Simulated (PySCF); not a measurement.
**CH₆BNO₂: NMR shifts and spin-spin couplings at several levels of theory**

How much do the NMR shifts and spin-spin couplings of CH₆BNO₂ (`CNB(O)O`) depend on the level of theory, and what does each level cost?

The runs use PySCF 2.14.0, with density-fitted response routines of our own; the level of theory stands in each step. All values are computed, except where a source is named. Atoms count from 0, in the outputs and in this text.

### Step 1. Starting geometry

11 atoms, charge 0, multiplicity 1; geometry from: GFN2-xTB. The atoms were then displaced at random by about 0.01 Å, so the start is not that level's minimum.

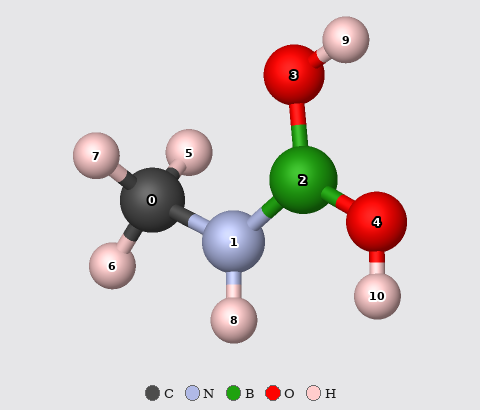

The starting geometry (carbon dark grey, nitrogen light blue, boron green, oxygen red, hydrogen pink), atoms numbered.

### Step 2. Relaxing the molecule at PBE0-D3(BJ)/def2-SVP

What the job is given:

```
{"job": {"xc": "PBE0", "basis": "def2-SVP", "d3": "d3bj", "grid": 1, "shake": 0.01, "kind": "geom"}, "charge": 0, "multiplicity": 1}
C      1.593520    -0.127160     0.133460
N      0.318590     0.523850    -0.259260
B     -0.963600    -0.083730    -0.176190
O     -1.002860    -1.353660     0.301070
O     -2.101450     0.558610    -0.553730
H      1.712090    -1.023640    -0.431950
H      2.416660     0.565130    -0.071410
H      1.580770    -0.344390     1.188120
H      0.418330     1.478910    -0.566420
H     -1.942950    -1.669590     0.325770
H     -1.990980     1.449840    -0.865210
```

Started as:

```sh
OMP_NUM_THREADS=1 python probes_run.py task.json out
```

This one command runs all jobs of the session in turn.

Output:

```text
step   0  E = -271.40317029  max force = 0.034903
step   1  E = -271.40596965  max force = 0.009777
step   2  E = -271.40726321  max force = 0.004179
step   3  E = -271.40749855  max force = 0.005257
step   4  E = -271.40770813  max force = 0.001918
step   5  E = -271.40774228  max force = 0.000454
step   6  E = -271.40777036  max force = 0.000609
step   7  E = -271.40788789  max force = 0.002945
step   8  E = -271.40809910  max force = 0.005606
step   9  E = -271.40820765  max force = 0.006804
step  10  E = -271.40862986  max force = 0.003177
step  11  E = -271.40917852  max force = 0.002304
step  12  E = -271.40941217  max force = 0.003314
step  13  E = -271.40949862  max force = 0.001861
step  14  E = -271.40951703  max force = 0.000508
step  15  E = -271.40952275  max force = 0.000375
optimisation converged
```

Wall time 44 s (1 thread of Arm Neoverse V1, shared host); peak memory 0.41 GiB.

The steps of the relaxation:

```
step  energy from step 0 (eV)  largest force component (eV/Å)
   0                   0.0000                          1.7948
   1                  -0.0762                          0.5028
   2                  -0.1114                          0.2149
   3                  -0.1178                          0.2703
   4                  -0.1235                          0.0986
   5                  -0.1244                          0.0233
   6                  -0.1252                          0.0313
   7                  -0.1284                          0.1514
   8                  -0.1341                          0.2883
   9                  -0.1371                          0.3499
  10                  -0.1486                          0.1634
  11                  -0.1635                          0.1185
  12                  -0.1699                          0.1704
  13                  -0.1722                          0.0957
  14                  -0.1727                          0.0261
  15                  -0.1729                          0.0193
```

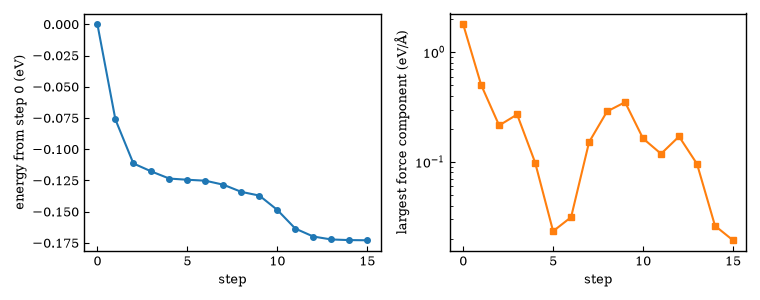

Energy and force, step by step.

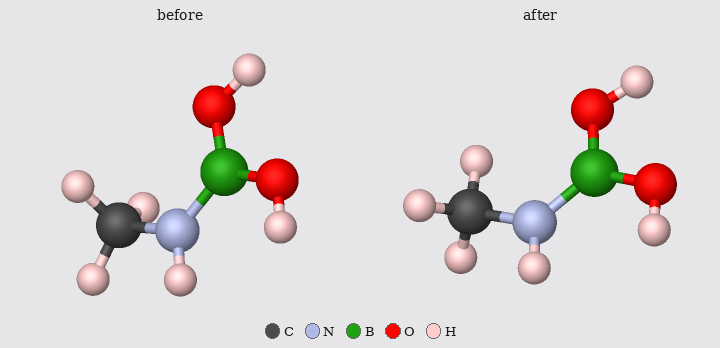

The geometry before (left) and after (right).

Distances of close pairs at the start and the end, largest changes first:

```
  bond  before (Å)  after (Å)  change (Å)
 C0–N1       1.484      1.439      -0.046
 C0–H5       1.067      1.098      +0.032
 O3–H9       0.992      0.961      -0.031
 C0–H7       1.077      1.105      +0.028
 B2–O4       1.360      1.378      +0.018
 B2–O3       1.357      1.370      +0.013
 C0–H6       1.095      1.105      +0.010
O4–H10       0.951      0.960      +0.009
```

The end geometry stands in the next job.

```
                         at the end point                value
rotational constants (GHz, main isotopes)  9.275, 3.729, 2.705
                        dipole moment (D)                 1.94
```

### Step 3. Nuclear shieldings: PBE0/6-31G*

What the job is given:

```
{"job": {"kind": "nmr", "xc": "PBE0", "basis": "6-31G*", "pop": true}, "charge": 0, "multiplicity": 1}
C      1.467417     0.022718     0.518639
N      0.296233     0.576579    -0.106908
B     -0.874755    -0.154645    -0.419753
O     -0.921935    -1.492684    -0.128080
O     -1.982427     0.411858    -1.011331
H      1.324029    -1.058112     0.648774
H      2.377901     0.167809    -0.089930
H      1.661581     0.454968     1.517146
H      0.333409     1.572041    -0.279024
H     -1.758289    -1.870399    -0.414447
H     -1.883759     1.345154    -1.211196
```

With the program's defaults for keys left out, this is: GIAO PBE0/6-31G* NMR shielding, non-relativistic, gas phase.

Output:

```text
coarse grid: 9128 points
cycle   1  E = -271.4805013907  dE =  6.308e-01  |g| = 8.685e-01  |ddm| = 2.975e+00
cycle   2  E = -271.3911349885  dE =  8.937e-02  |g| = 1.122e+00  |ddm| = 1.377e+00
cycle   3  E = -271.6256527381  dE = -2.345e-01  |g| = 7.638e-02  |ddm| = 8.014e-01
cycle   4  E = -271.6266432100  dE = -9.905e-04  |g| = 3.512e-02  |ddm| = 7.933e-02
cycle   5  E = -271.6268976559  dE = -2.544e-04  |g| = 7.821e-03  |ddm| = 2.956e-02
cycle   6  E = -271.6269108194  dE = -1.316e-05  |g| = 1.463e-03  |ddm| = 6.630e-03
cycle   7  E = -271.6269112835  dE = -4.641e-07  |g| = 2.489e-04  |ddm| = 1.141e-03
final grid: 88056 points
cycle   8  E = -271.5828637249  dE = -1.918e-05  |g| = 7.187e-03  |ddm| = 1.662e-02
cycle   9  E = -271.5828541232  dE =  9.602e-06  |g| = 9.892e-03  |ddm| = 1.300e-02
cycle  10  E = -271.5828756204  dE = -2.150e-05  |g| = 7.889e-04  |ddm| = 7.447e-03
cycle  11  E = -271.5828757550  dE = -1.346e-07  |g| = 1.208e-04  |ddm| = 6.308e-04
cycle  12  E = -271.5828757578  dE = -2.806e-09  |g| = 4.221e-05  |ddm| = 1.063e-04
cycle  13  E = -271.5828757582  dE = -3.712e-10  |g| = 1.123e-05  |ddm| = 3.574e-05
converged SCF energy = -271.5828757582

GIAO shielding tensors (ppm)
atom      isotropic    diamagn.    paramagn.     s11        s22        s33       span
  0 C      165.817     244.683     -78.866    144.650    159.218    193.584     48.934
  1 N      221.532     318.470     -96.938    192.505    215.084    257.007     64.503
  2 B       96.161     199.209    -103.048     84.007     98.611    105.865     21.857
  3 O      267.727     386.891    -119.164    212.765    288.518    301.899     89.133
  4 O      264.588     389.680    -125.092    212.983    281.355    299.425     86.441
  5 H       28.793      29.212      -0.419     24.028     29.301     33.050      9.022
  6 H       29.645      28.737       0.908     24.838     27.821     36.276     11.438
  7 H       29.607      28.841       0.766     24.791     27.755     36.276     11.485
  8 H       31.651      31.620       0.032     23.352     31.863     39.739     16.387
  9 H       29.744      27.659       2.085     23.474     26.234     39.526     16.052
 10 H       30.279      29.785       0.494     23.763     27.392     39.682     15.919
```

Wall time 5.3 s (1 thread of Arm Neoverse V1, shared host); peak memory 0.46 GiB.

The references, computed at this level on geometries of the same kind, shield at (ppm): ¹H TMS 31.96, ¹³C TMS 194.1, ¹⁵N NH3 259.4, ¹⁷O H2O 324.2, ¹¹B BF3·OEt2 112.3. Their shielding less the atom's gives the shift. The references are single molecules in the gas phase, so shifts against H2O, NH3, PH3, H3PO4 or CFCl3 are not on the usual liquid scales and can be off by tens of ppm. Atoms listed in one row are averaged.

```
     atoms                              environment  σ (ppm)  δ (ppm)
        C0                methyl carbon bonded to N    165.8     28.3
H5, H6, H7  hydrogen on a methyl carbon bonded to N    29.35     2.61
   H9, H10        hydrogen on an oxygen bonded to B    30.01     1.95
        H8    hydrogen on a nitrogen bonded to C, B    31.65     0.31
        N1               nitrogen bonded to C, B, H    221.5     37.9
        B2                   boron bonded to N, 2 O     96.2     16.1
    O3, O4                    oxygen bonded to B, H    266.2     58.0
```

Charges from the same density, by scheme (e):

```
 atoms  Mulliken    IAO  Hirshfeld  ESP fit
    C0     -0.38  -0.29      -0.05    -0.04
    N1     -0.63  -0.46      -0.20    -0.54
    B2      0.59   0.53       0.21     0.54
O3, O4     -0.64  -0.58      -0.27    -0.65
```

Hirshfeld charges:

```
atom  value (e)
  C0      -0.05
  N1      -0.20
  B2       0.21
  O3      -0.26
  O4      -0.28
  H5       0.05
  H6       0.03
  H7       0.03
  H8       0.12
  H9       0.18
 H10       0.18
```

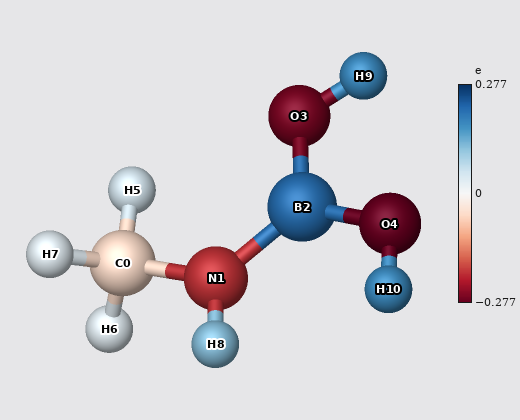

Hirshfeld charges, as colours on the atoms.

Mayer bond orders: C0–N1 0.98, N1–B2 1.14, B2–O3 1.14, B2–O4 1.13.

### Step 4. Nuclear shieldings: PBE0/6-311+G(2d,p)

Same as in step 3 but for these lines:

```diff
@@ -1,2 +1,2 @@
-{"job": {"kind": "nmr", "xc": "PBE0", "basis": "6-31G*", "pop": true}, "charge": 0, "multiplicity": 1}
+{"job": {"kind": "nmr", "xc": "PBE0", "basis": "6-311+G(2d,p)", "pop": true}, "charge": 0, "multiplicity": 1}
 C      1.467417     0.022718     0.518639
```

Method: GIAO PBE0/6-311+G(2d,p) NMR shielding, non-relativistic, gas phase.

Output:

```text
coarse grid: 9128 points
cycle   1  E = -271.5478825326  dE =  6.249e-01  |g| = 8.983e-01  |ddm| = 2.599e+00
cycle   2  E = -271.3951881950  dE =  1.527e-01  |g| = 1.295e+00  |ddm| = 1.317e+00
cycle   3  E = -271.6953767094  dE = -3.002e-01  |g| = 7.798e-02  |ddm| = 8.155e-01
cycle   4  E = -271.6960721090  dE = -6.954e-04  |g| = 5.042e-02  |ddm| = 7.807e-02
cycle   5  E = -271.6965844220  dE = -5.123e-04  |g| = 7.443e-03  |ddm| = 3.122e-02
cycle   6  E = -271.6965943816  dE = -9.960e-06  |g| = 2.181e-03  |ddm| = 5.147e-03
final grid: 88056 points
cycle   7  E = -271.6962753027  dE = -5.177e-05  |g| = 8.299e-03  |ddm| = 3.993e-02
cycle   8  E = -271.6962586426  dE =  1.666e-05  |g| = 1.228e-02  |ddm| = 1.104e-02
cycle   9  E = -271.6962877246  dE = -2.908e-05  |g| = 6.678e-04  |ddm| = 6.862e-03
cycle  10  E = -271.6962877911  dE = -6.652e-08  |g| = 3.009e-04  |ddm| = 5.017e-04
cycle  11  E = -271.6962878101  dE = -1.904e-08  |g| = 6.060e-05  |ddm| = 1.921e-04
cycle  12  E = -271.6962878107  dE = -5.534e-10  |g| = 2.230e-05  |ddm| = 3.863e-05
converged SCF energy = -271.6962878107

GIAO shielding tensors (ppm)
atom      isotropic    diamagn.    paramagn.     s11        s22        s33       span
  0 C      158.561     243.744     -85.183    136.013    150.775    188.895     52.881
  1 N      211.220     310.840     -99.620    178.328    203.445    251.888     73.560
  2 B       83.259     186.007    -102.749     69.006     86.310     94.459     25.453
  3 O      254.998     389.955    -134.957    195.616    280.801    288.577     92.961
  4 O      254.772     386.612    -131.840    200.012    266.047    298.257     98.244
  5 H       28.302      29.379      -1.077     23.692     28.822     32.392      8.700
  6 H       29.065      29.300      -0.235     24.184     27.101     35.909     11.725
  7 H       29.037      29.372      -0.335     24.152     27.026     35.931     11.779
  8 H       30.699      31.961      -1.262     22.881     31.337     37.881     15.000
  9 H       29.505      30.732      -1.227     22.944     26.135     39.437     16.493
 10 H       30.098      32.218      -2.120     23.192     27.170     39.932     16.740
```

It took 12 s on 1 thread of Arm Neoverse V1, shared host; peak memory 0.82 GiB.

This run: δ C0 27.9, N1 50.7, B2 19.2, O3 71.7, H5 2.71, H9 1.71 ppm (means over like atoms).

### Step 5. Shielding tensors: PBE0/def2-SVP

Same as in step 4 but for these lines:

```diff
@@ -1,2 +1,2 @@
-{"job": {"kind": "nmr", "xc": "PBE0", "basis": "6-311+G(2d,p)", "pop": true}, "charge": 0, "multiplicity": 1}
+{"job": {"kind": "nmr", "xc": "PBE0", "basis": "def2-SVP", "pop": true}, "charge": 0, "multiplicity": 1}
 C      1.467417     0.022718     0.518639
```

Level: GIAO PBE0/def2-SVP NMR shielding, non-relativistic, gas phase.

Output:

```text
coarse grid: 9128 points
cycle   1  E = -271.2199027365  dE =  5.912e-01  |g| = 8.569e-01  |ddm| = 3.296e+00
cycle   2  E = -271.1255715275  dE =  9.433e-02  |g| = 1.124e+00  |ddm| = 1.372e+00
cycle   3  E = -271.3596053176  dE = -2.340e-01  |g| = 7.530e-02  |ddm| = 7.998e-01
cycle   4  E = -271.3605158312  dE = -9.105e-04  |g| = 3.716e-02  |ddm| = 8.176e-02
cycle   5  E = -271.3608025984  dE = -2.868e-04  |g| = 7.152e-03  |ddm| = 3.051e-02
cycle   6  E = -271.3608132995  dE = -1.070e-05  |g| = 1.562e-03  |ddm| = 7.015e-03
cycle   7  E = -271.3608138262  dE = -5.267e-07  |g| = 2.669e-04  |ddm| = 1.466e-03
final grid: 88056 points
cycle   8  E = -271.4040164981  dE = -2.362e-05  |g| = 7.602e-03  |ddm| = 1.906e-02
cycle   9  E = -271.4040045824  dE =  1.192e-05  |g| = 1.076e-02  |ddm| = 1.342e-02
cycle  10  E = -271.4040291984  dE = -2.462e-05  |g| = 7.393e-04  |ddm| = 7.860e-03
cycle  11  E = -271.4040293195  dE = -1.211e-07  |g| = 1.271e-04  |ddm| = 6.547e-04
cycle  12  E = -271.4040293227  dE = -3.252e-09  |g| = 4.154e-05  |ddm| = 1.164e-04
cycle  13  E = -271.4040293231  dE = -3.557e-10  |g| = 1.202e-05  |ddm| = 4.378e-05
converged SCF energy = -271.4040293231

GIAO shielding tensors (ppm)
atom      isotropic    diamagn.    paramagn.     s11        s22        s33       span
  0 C      166.798     242.617     -75.819    145.741    160.160    194.493     48.752
  1 N      223.625     313.181     -89.555    194.450    216.097    260.328     65.878
  2 B       91.988     207.777    -115.790     79.191     94.635    102.137     22.946
  3 O      274.520     379.204    -104.684    215.155    297.175    311.228     96.073
  4 O      272.659     381.286    -108.627    216.427    292.347    309.204     92.777
  5 H       28.310      29.904      -1.594     23.565     28.772     32.595      9.030
  6 H       29.200      28.513       0.687     24.346     27.198     36.056     11.710
  7 H       29.165      28.799       0.366     24.303     27.129     36.063     11.759
  8 H       30.956      33.035      -2.080     22.552     31.242     39.073     16.522
  9 H       28.973      30.089      -1.116     22.237     25.261     39.420     17.184
 10 H       29.538      32.457      -2.919     22.568     26.557     39.487     16.919
```

Wall time 6.1 s (1 thread of Arm Neoverse V1, shared host); peak memory 0.52 GiB.

This run: δ C0 26.9, N1 46.2, B2 18.7, O3 69.5, H5 2.45, H9 2.09 ppm (means over like atoms).

### Step 6. NMR shieldings: PBE0/def2-TZVP

Same as in step 5 but for these lines:

```diff
@@ -1,2 +1,2 @@
-{"job": {"kind": "nmr", "xc": "PBE0", "basis": "def2-SVP", "pop": true}, "charge": 0, "multiplicity": 1}
+{"job": {"kind": "nmr", "xc": "PBE0", "basis": "def2-TZVP", "pop": true}, "charge": 0, "multiplicity": 1}
 C      1.467417     0.022718     0.518639
```

Method: GIAO PBE0/def2-TZVP NMR shielding, non-relativistic, gas phase.

Output:

```text
coarse grid: 9128 points
cycle   1  E = -271.5758021196  dE =  6.178e-01  |g| = 9.089e-01  |ddm| = 2.357e+00
cycle   2  E = -271.4347143894  dE =  1.411e-01  |g| = 1.284e+00  |ddm| = 1.282e+00
cycle   3  E = -271.7249110130  dE = -2.902e-01  |g| = 7.722e-02  |ddm| = 8.324e-01
cycle   4  E = -271.7256146089  dE = -7.036e-04  |g| = 4.908e-02  |ddm| = 6.959e-02
cycle   5  E = -271.7260964930  dE = -4.819e-04  |g| = 7.325e-03  |ddm| = 2.865e-02
cycle   6  E = -271.7261063543  dE = -9.861e-06  |g| = 2.104e-03  |ddm| = 4.789e-03
final grid: 88056 points
cycle   7  E = -271.7172823194  dE = -6.726e-05  |g| = 8.047e-03  |ddm| = 4.464e-02
cycle   8  E = -271.7172667063  dE =  1.561e-05  |g| = 1.194e-02  |ddm| = 1.013e-02
cycle   9  E = -271.7172945947  dE = -2.789e-05  |g| = 6.196e-04  |ddm| = 6.211e-03
cycle  10  E = -271.7172946494  dE = -5.470e-08  |g| = 3.000e-04  |ddm| = 4.702e-04
cycle  11  E = -271.7172946676  dE = -1.816e-08  |g| = 5.707e-05  |ddm| = 1.792e-04
cycle  12  E = -271.7172946681  dE = -4.886e-10  |g| = 2.203e-05  |ddm| = 3.555e-05
converged SCF energy = -271.7172946681

GIAO shielding tensors (ppm)
atom      isotropic    diamagn.    paramagn.     s11        s22        s33       span
  0 C      157.935     242.646     -84.710    135.095    150.492    188.219     53.124
  1 N      215.023     312.648     -97.625    184.365    204.427    256.277     71.912
  2 B       83.788     196.996    -113.208     69.227     86.889     95.246     26.019
  3 O      258.946     385.148    -126.201    200.502    284.993    291.344     90.842
  4 O      256.836     387.394    -130.558    200.301    268.739    301.469    101.168
  5 H       28.288      29.170      -0.882     23.788     28.755     32.322      8.534
  6 H       29.059      28.676       0.383     24.229     27.089     35.860     11.631
  7 H       29.036      28.819       0.217     24.197     27.024     35.886     11.688
  8 H       30.732      32.336      -1.603     22.906     31.295     37.996     15.090
  9 H       29.480      28.684       0.796     22.956     26.126     39.357     16.402
 10 H       29.997      31.184      -1.187     23.112     27.130     39.750     16.638
```

Wall time 14 s (1 thread of Arm Neoverse V1, shared host); peak memory 0.88 GiB.

Key values: δ C0 28.7, N1 50.9, B2 18.8, O3 74.7, H5 2.69, H9 1.74 ppm (means over like atoms).

### Step 7. Shielding tensors: PBE0/cc-pVDZ

Same as in step 6 but for these lines:

```diff
@@ -1,2 +1,2 @@
-{"job": {"kind": "nmr", "xc": "PBE0", "basis": "def2-TZVP", "pop": true}, "charge": 0, "multiplicity": 1}
+{"job": {"kind": "nmr", "xc": "PBE0", "basis": "cc-pVDZ", "pop": true}, "charge": 0, "multiplicity": 1}
 C      1.467417     0.022718     0.518639
```

With the program's defaults for keys left out, this is: GIAO PBE0/cc-pVDZ NMR shielding, non-relativistic, gas phase.

Output:

```text
coarse grid: 9128 points
cycle   1  E = -271.4689376482  dE =  6.532e-01  |g| = 8.664e-01  |ddm| = 6.204e+00
cycle   2  E = -271.3731390244  dE =  9.580e-02  |g| = 1.135e+00  |ddm| = 2.469e+00
cycle   3  E = -271.6111930839  dE = -2.381e-01  |g| = 7.635e-02  |ddm| = 1.349e+00
cycle   4  E = -271.6121436465  dE = -9.506e-04  |g| = 3.719e-02  |ddm| = 1.540e-01
cycle   5  E = -271.6124306084  dE = -2.870e-04  |g| = 7.216e-03  |ddm| = 5.415e-02
cycle   6  E = -271.6124416173  dE = -1.101e-05  |g| = 1.593e-03  |ddm| = 1.340e-02
cycle   7  E = -271.6124421642  dE = -5.469e-07  |g| = 3.006e-04  |ddm| = 2.955e-03
final grid: 88056 points
cycle   8  E = -271.6166528445  dE = -2.414e-05  |g| = 7.164e-03  |ddm| = 4.387e-02
cycle   9  E = -271.6166430955  dE =  9.749e-06  |g| = 9.883e-03  |ddm| = 2.440e-02
cycle  10  E = -271.6166646498  dE = -2.155e-05  |g| = 8.524e-04  |ddm| = 1.364e-02
cycle  11  E = -271.6166648048  dE = -1.550e-07  |g| = 1.347e-04  |ddm| = 1.465e-03
cycle  12  E = -271.6166648083  dE = -3.482e-09  |g| = 4.716e-05  |ddm| = 2.489e-04
cycle  13  E = -271.6166648088  dE = -4.572e-10  |g| = 1.248e-05  |ddm| = 9.197e-05
converged SCF energy = -271.6166648088

GIAO shielding tensors (ppm)
atom      isotropic    diamagn.    paramagn.     s11        s22        s33       span
  0 C      168.531     244.634     -76.104    147.401    160.832    197.360     49.959
  1 N      223.085     308.604     -85.518    194.979    216.193    258.084     63.105
  2 B       95.636     210.456    -114.821     81.864     96.854    108.188     26.324
  3 O      274.941     377.446    -102.505    215.068    297.945    311.808     96.740
  4 O      271.246     380.257    -109.010    214.668    290.224    308.847     94.179
  5 H       28.146      30.213      -2.066     23.439     28.561     32.439      9.001
  6 H       28.996      28.637       0.359     24.128     27.021     35.838     11.711
  7 H       28.960      28.958       0.003     24.085     26.949     35.847     11.762
  8 H       30.897      32.971      -2.075     22.659     31.459     38.573     15.914
  9 H       29.376      30.477      -1.102     22.860     25.694     39.574     16.714
 10 H       29.917      33.074      -3.157     23.101     26.946     39.704     16.602
```

It took 6.4 s on 1 thread of Arm Neoverse V1, shared host; peak memory 0.54 GiB.

Key values: δ C0 28.2, N1 50.0, B2 18.2, O3 70.2, H5 2.59, H9 1.64 ppm (means over like atoms).

(Part 1 of 2 ends here.)
